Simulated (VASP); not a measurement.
# CsNaIBr: structure and properties in VASP

Wanted: the relaxed cell of CsNaIBr and its properties. The steps: rough relaxation of the start cell, relaxing cell and atoms (rev-vdW-DF2), density, ELF and potential (rev-vdW-DF2), bands along the symmetry lines (rev-vdW-DF2), density of states (rev-vdW-DF2), independent-particle dielectric function (rev-vdW-DF2), field gradients at the nuclei (rev-vdW-DF2), bands along the symmetry lines (r2SCAN), elastic constants (rev-vdW-DF2) and a single point (rev-vdW-DF2), changed input. The cell is invented: it takes the structure of a Materials Project entry for CsI (space group 225 there), with some of its atoms replaced by other elements, volume scaled by an estimate. It may not be a known or stable phase.

Method: rev-vdW-DF2; plane waves and PAW (Cs_sv, I, Br, Na_pv), in the first sound run; inputs show where later runs differ, in VASP 6.6.1.

**1. Starting point**

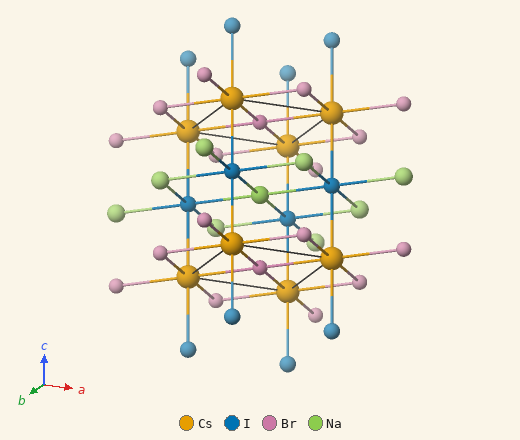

Start, viewed from a free direction; caesium orange, iodine blue, bromine pink, sodium green. Some periodic images of atoms are drawn too.

Structure file:

```xyz
4
Lattice="5.0779 0.0000 0.0000 0.0000 5.0779 0.0000 0.0000 0.0000 7.1812" Properties=species:S:1:pos:R:3 pbc="T T T"
Cs    0.0000    0.0000    0.0000
I     0.0000    0.0000    3.5906
Br    2.5389    2.5389    0.0000
Na    2.5389    2.5389    3.5906
```

**2. Rough relaxation of the start cell**

The start is only an estimate, so a cheap relaxation brings it near a minimum before any careful run. rev-vdW-DF2 revises the exchange of vdW-DF2 for solids. LUSE_VDW switches on a nonlocal correlation term for dispersion.

Contents of INCAR:

```
SYSTEM = CsNaIBr
PREC = Normal
ENCUT = 400
EDIFF = 1E-05
NELM = 60
ISMEAR = -1
SIGMA = 0.05
LREAL = .FALSE.
ALGO = Fast
GGA = MK
AGGAC = 0
LUSE_VDW = .TRUE.
PARAM1 = 0.1234
PARAM2 = 0.711357
ZAB_VDW = -1.8867
LASPH = .TRUE.
NBANDS = 21
LORBIT = 11
LWAVE = .FALSE.
LCHARG = .FALSE.
KPAR = 2
IBRION = 2
NSW = 40
ISIF = 3
EDIFFG = -0.04
```

Contents of POSCAR:

```
CsNaIBr
1.0
    5.0778910000      0.0000000000      0.0000000000
    0.0000000000      5.0778910000      0.0000000000
    0.0000000000      0.0000000000      7.1812220000
Cs I Br Na
1 1 1 1
Direct
    0.0000000000      0.0000000000      0.0000000000
    0.0000000000      0.0000000000      0.5000000000
    0.5000000000      0.5000000000      0.0000000000
    0.5000000000      0.5000000000      0.5000000000
```

Contents of KPOINTS:

```
Automatic mesh
0
Gamma
3 3 3
0 0 0
```

The projector-augmented-wave data sets are Cs_sv, I, Br and Na_pv (PBE family, release 64).

The run is started by

```sh
> mpirun -np 2 vasp_std
```

What it wrote:

```text
[banner, memory and clock lines left out]
running    2 mpi-ranks, on    1 nodes
 distrk:  each k-point on    1 cores,    2 groups
 distr:  one band on    1 cores,    1 groups

 POSCAR found type information on POSCAR CsI BrNa
 POSCAR found :  4 types and       4 ions
|                                                                             |
|               ----> ADVICE to this user running VASP <----                  |
|                                                                             |
|     You have switched on vdW-DFT.                                           |
|     This routine was written and supplied by Jiri Klimes. We recommend      |
|     that you carefully read and cite the following publications:            |
|       J. Klimes, D.R. Bowler, A. Michelides                                 |
|          J. Phys.: Cond Matt. 22 022201 (2010)                              |
|       J. Klimes, D.R. Bowler, A. Michelides                                 |
|          Phys. Rev. B. 83, 195131 (2011)                                    |
|     and references therein.                                                 |
|                                                                             |

|                                                                             |
|               ----> ADVICE to this user running VASP <----                  |
|                                                                             |
|     You enforced a specific xc type in the INCAR file but a different       |
|     [... a line on the potential file left out ...]
|     I HOPE YOU KNOW WHAT YOU ARE DOING!                                     |
|                                                                             |

 LDA part: xc-table for (Slater+PW92), standard interpolation
 POSCAR, INCAR and KPOINTS ok, starting setup
 FFT: planning ... GRIDC
 FFT: planning ... GRID_SOFT
 FFT: planning ... GRID
 WAVECAR not read
 entering main loop
       N       E                     dE             d eps       ncg     rms          rms(c)
DAV:   1     0.213516387181E+03    0.21352E+03   -0.11002E+04   252   0.100E+03
DAV:   2     0.175441947297E+02   -0.19597E+03   -0.18655E+03   354   0.229E+02
DAV:   3    -0.344313529875E+01   -0.20987E+02   -0.20932E+02   292   0.818E+01
DAV:   4    -0.393457578514E+01   -0.49144E+00   -0.49094E+00   320   0.154E+01
DAV:   5    -0.394686675874E+01   -0.12291E-01   -0.12290E-01   298   0.233E+00    0.238E+00
RMM:   6    -0.349664959977E+01    0.45022E+00   -0.58536E-01   254   0.274E+00    0.132E+00
RMM:   7    -0.341156299728E+01    0.85087E-01   -0.64778E-01   262   0.247E+00    0.934E-01
RMM:   8    -0.341168101403E+01   -0.11802E-03   -0.12099E-01   253   0.159E+00    0.453E-01
RMM:   9    -0.339770992832E+01    0.13971E-01   -0.19093E-02   276   0.763E-01    0.263E-01
RMM:  10    -0.339798008668E+01   -0.27016E-03   -0.27682E-02   271   0.553E-01    0.194E-01
RMM:  11    -0.339670792514E+01    0.12722E-02   -0.24762E-03   290   0.303E-01    0.102E-01
RMM:  12    -0.339651609486E+01    0.19183E-03   -0.15266E-03   284   0.176E-01    0.285E-02
RMM:  13    -0.339654325970E+01   -0.27165E-04   -0.40619E-04   286   0.950E-02    0.172E-02
RMM:  14    -0.339654363432E+01   -0.37462E-06   -0.40038E-05   197   0.357E-02
   1 F= -.33965436E+01 E0= -.33965436E+01  d E =-.339654E+01
 curvature:   0.00 expect dE= 0.000E+00 dE for cont linesearch  0.000E+00
 trial: gam= 0.00000 g(F)=  0.000E+00 g(S)=  0.508E-01 ort = 0.000E+00 (trialstep = 0.100E+01)
 search vector abs. value=  0.508E-01
 bond charge predicted
       N       E                     dE             d eps       ncg     rms          rms(c)
DAV:   1    -0.365864778157E+01   -0.26210E+00   -0.60113E+00   297   0.170E+01    0.237E+00
RMM:   2    -0.348880103618E+01    0.16985E+00   -0.23018E-01   254   0.325E+00    0.117E+00
RMM:   3    -0.344051740178E+01    0.48284E-01   -0.20775E-01   253   0.249E+00    0.378E-01
RMM:   4    -0.343991529115E+01    0.60211E-03   -0.13798E-02   289   0.984E-01    0.314E-01
RMM:   5    -0.343925787074E+01    0.65742E-03   -0.62313E-03   264   0.526E-01    0.699E-02
RMM:   6    -0.343916522272E+01    0.92648E-04   -0.14165E-03   336   0.301E-01    0.638E-02
RMM:   7    -0.343918061216E+01   -0.15389E-04   -0.33549E-04   264   0.117E-01    0.444E-02
RMM:   8    -0.343917094850E+01    0.96637E-05   -0.63564E-05   257   0.629E-02
   2 F= -.34391709E+01 E0= -.34391709E+01  d E =-.426273E-01
[...]
3 F= -.34620706E+01 E0= -.34620706E+01  d E =-.655269E-01
[...]
4 F= -.34626224E+01 E0= -.34626224E+01  d E =-.660787E-01
[...]
5 F= -.34626044E+01 E0= -.34626044E+01  d E =-.660607E-01
 curvature:  -0.90 expect dE=-0.498E-03 dE for cont linesearch -0.180E-04
 ZBRENT: accuracy reached
 trial: gam=-0.00896 g(F)=  0.000E+00 g(S)=  0.552E-03 ort = 0.101E-02 (trialstep = 0.126E+01)
 search vector abs. value=  0.538E-03
 bond charge predicted
       N       E                     dE             d eps       ncg     rms          rms(c)
DAV:   1    -0.346618721141E+01   -0.35810E-02   -0.94259E-02   267   0.203E+00    0.268E-01
RMM:   2    -0.346399504086E+01    0.21922E-02   -0.28427E-03   252   0.376E-01    0.138E-01
RMM:   3    -0.346324377320E+01    0.75127E-03   -0.27885E-03   252   0.291E-01    0.420E-02
RMM:   4    -0.346323296889E+01    0.10804E-04   -0.18621E-04   283   0.108E-01    0.345E-02
RMM:   5    -0.346321877504E+01    0.14194E-04   -0.88777E-05   249   0.596E-02    0.777E-03
RMM:   6    -0.346321785952E+01    0.91552E-06   -0.17309E-05   165   0.335E-02
   6 F= -.34632179E+01 E0= -.34632179E+01  d E =-.613480E-03
 trial-energy change:   -0.000613  1 .order   -0.000568   -0.000684   -0.000452
 step:   2.0962(harm=  3.7166)  dis= 0.00000  next Energy=    -3.463381 (dE=-0.776E-03)
 reached required accuracy - stopping structural energy minimisation
```

It took 2.9 min on 2 MPI ranks of Intel Xeon Platinum 8259CL at 2.50GHz (Skylake/Cascade Lake), shared host; peak memory 0.72 GiB.

Lines that name or quote the potential files are left out of all logs, and their timing lines are given in words.

From OUTCAR (step 2):

```text
ion  position               nearest neighbor table
   1  0.000  0.000  0.000-
   2  0.000  0.000  0.500-
   3  0.500  0.500  0.000-
   4  0.500  0.500  0.500-

  LATTYP: Found a simple tetragonal cell.
 ALAT       =     5.0778910000
 C/A-ratio  =     1.4142134993

 Subroutine GETGRP returns: Found 16 space group operations
 (whereof 16 operations were pure point group operations)

The static configuration has the point symmetry D_4h.

 Found      6 irreducible k-points:

   k-points           NKPTS =      6   k-points in BZ     NKDIM =      6   number of bands    NBANDS=     21

   dimension x,y,z NGX =    28 NGY =   28 NGZ =   36
   dimension x,y,z NGXF=    56 NGYF=   56 NGZF=   72

   ENCUT  =  400.0 eV  29.40 Ry    5.42 a.u.   8.28  8.28 11.71*2*pi/ulx,y,z

   NELECT =      30.0000    total number of electrons

 k-points in reciprocal lattice and weights: Automatic mesh
   0.00000000  0.00000000  0.00000000       0.037
   0.33333333  0.00000000  0.00000000       0.148
   0.33333333  0.33333333  0.00000000       0.148
   0.00000000  0.00000000  0.33333333       0.074
   0.33333333  0.00000000  0.33333333       0.296
   0.33333333  0.33333333  0.33333333       0.296

 average (electrostatic) potential at core
       1 -49.6278       2 -94.6651       3 -63.6316       4 -49.5120

 E-fermi :   0.3495

 k-point     1 :       0.0000    0.0000    0.0000
  band No.  band energies     occupation
    ...
     11      -1.1751      2.00000
     12      -1.1751      2.00000
     13      -0.8817      2.00000
     14      -0.8817      2.00000
     15      -0.8613      2.00000
     16       2.3426      0.00000
     17       4.2123      0.00000
     18       5.3053      0.00000
     19       5.9467      0.00000
     20       5.9467      0.00000
    ...

 k-point     2 :       0.3333    0.0000    0.0000
  band No.  band energies     occupation
    ...
     11      -1.5539      2.00000
     12      -1.5384      2.00000
     13      -1.3234      2.00000
     14      -1.0812      2.00000
     15      -0.9051      2.00000
     16       3.7311      0.00000
     17       5.0229      0.00000
     18       5.3389      0.00000
     19       6.1329      0.00000
     20       6.3917      0.00000
    ...

 k-point     3 :       0.3333    0.3333    0.0000
  band No.  band energies     occupation
    ...
     11      -1.7319      2.00000
     12      -1.4583      2.00000
     13      -1.3570      2.00000
     14      -0.8992      2.00000
     15      -0.8575      2.00000
     16       3.7396      0.00000
     17       4.4886      0.00000
     18       4.7805      0.00000
     19       5.7935      0.00000
     20       6.6510      0.00000
    ...

Total vdW correction in eV:      6.9549949

  Total       -0.0230334     -0.0230334      0.1417799      0.0000000      0.0000000     -0.0000000
  in kB       -0.2138863     -0.2138863      1.3165553      0.0000000      0.0000000     -0.0000000
  external PRESSURE =       0.2962609 kB  Pullay stress =       0.0000000 kB

  energy-cutoff  :      400.00
  volume of cell :      172.54
      direct lattice vectors                 reciprocal lattice vectors
     4.875219062  0.000000000  0.000000000     0.205118988 -0.000000000 -0.000000000
     0.000000000  4.875219062  0.000000000     0.000000000  0.205118988  0.000000000
     0.000000000  0.000000000  7.259354310    -0.000000000 -0.000000000  0.137753298

 POSITION                                       TOTAL-FORCE (eV/Angst)
 -----------------------------------------------------------------------------------
      0.00000      0.00000      0.00000        -0.000000      0.000000      0.000000
      0.00000      0.00000      3.62968        -0.000000      0.000000      0.000000
      2.43761      2.43761      0.00000        -0.000000      0.000000      0.000000
      2.43761      2.43761      3.62968         0.000000      0.000000      0.000000
 -----------------------------------------------------------------------------------
    total drift:                                0.000000      0.000000      0.000000

  FREE ENERGIE OF THE ION-ELECTRON SYSTEM (eV)
  ---------------------------------------------------
  free  energy   TOTEN  =        -3.4632178595 eV

  energy  without entropy=       -3.4632178595  energy(sigma->0) =       -3.46321786

Total vdW correction in eV:      6.9550104

 reached required accuracy - stopping structural energy minimisation

 total charge
# of ion       s       p       d       tot
------------------------------------------
    1        1.839   4.693   0.043   6.576
    2        1.499   2.828   0.002   4.329
    3        1.618   3.278   0.002   4.898
    4        0.028   5.958   0.000   5.987
--------------------------------------------------
tot          4.984  16.758   0.047  21.789

[... 3 further parts left out ...]
```

The gap is read on the k-mesh alone, so it is an upper bound where the band edges lie off the mesh. This relaxation is a rough one on cheap settings, only to bring the start near its minimum. The PAW data sets were made with PBE, which is usual practice but a small mismatch for other functionals. The run keeps the 16 symmetry operations of its start, so it cannot find a distortion of lower symmetry.

Relaxation path:

| step | energy less that of the first step (eV) | largest force (eV/Å) | pressure (GPa) | volume (Å³) |
| --- | --- | --- | --- | --- |
| 1 | 0.0000 | 0.0000 | -0.75 | 185.17 |
| 2 | -0.0426 | 0.0000 | -0.48 | 179.40 |
| 3 | -0.0655 | 0.0000 | 0.01 | 172.86 |
| 4 | -0.0661 | 0.0000 | 0.11 | 171.70 |
| 5 | -0.0661 | 0.0000 | 0.06 | 171.96 |
| 6 | -0.0667 | 0.0000 | 0.03 | 172.54 |

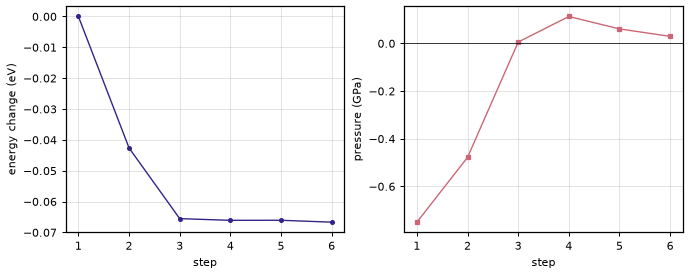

Energy and pressure along the relaxation.

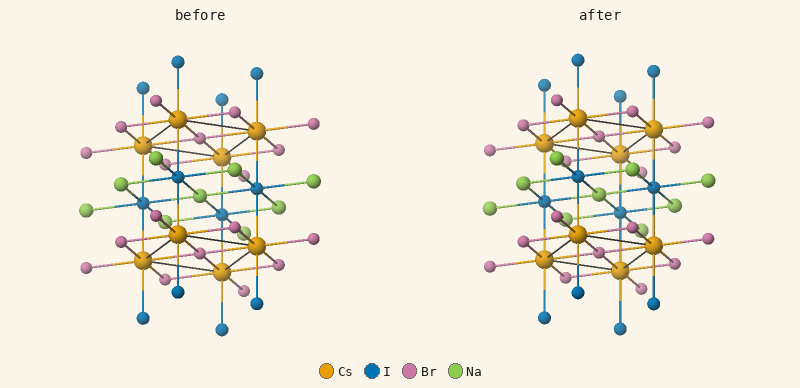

The structure before and after the relaxation, drawn at the same scale.

| conventional cell, symmetrised | before | after | change |
| --- | --- | --- | --- |
| a (Å) | 5.078 | 4.875 | -4.0 % |
| b (Å) | 5.078 | 4.875 | -4.0 % |
| c (Å) | 7.181 | 7.259 | +1.1 % |
| volume (Å³/atom) | 46.29 | 43.13 | -6.8 % |

The relaxed structure:

```
Cs I Br Na
1.0
     4.87522    0.00000    0.00000
     0.00000    4.87522    0.00000
     0.00000    0.00000    7.25935
Cs I Br Na
1 1 1 1
Direct
  0.00000 0.00000 0.00000
  0.00000 0.00000 0.50000
  0.50000 0.50000 0.00000
  0.50000 0.50000 0.50000
```

A gap read on the k-mesh alone can miss the band edges.

This step gave:

```yaml
electrons: 30
bands: 21
irreducible_k_points: 6
symmetry_operations: 16
free_energy_toten: -3.463 eV
fermi_energy: 0.3495 eV
pressure: 0.02963 GPa
metallic: no
valence_top_at_k: 0.3333, 0.3333, 0
conduction_bottom_at_k: 0, 0, 0
least_direct_gap_at_k: 0, 0, 0
scf_cycles_over_all_ionic_steps: 47
gap_on_the_k_mesh: 3.200 eV
least_direct_gap_on_the_k_mesh: 3.204 eV
```

It ends with forces that vanish by symmetry and a pressure of 0.03 GPa.

[end of part 1 of 6]

[Lines on the potential files, build, host, timing and source positions are cut from VASP's logs without a mark.]

[Logs are printed without paths, hosts, clocks, repeated set-up lines and the standing remarks that a program may print on its own settings, such as how far it seeks lower states.]

[Hosts, paths, dates, database ids (printed as entryN), source tags and the programs' standing remarks are cut or masked in the printed files.]

[A measured line is paired with the nearest computed mode of its activity, which favours agreement.]
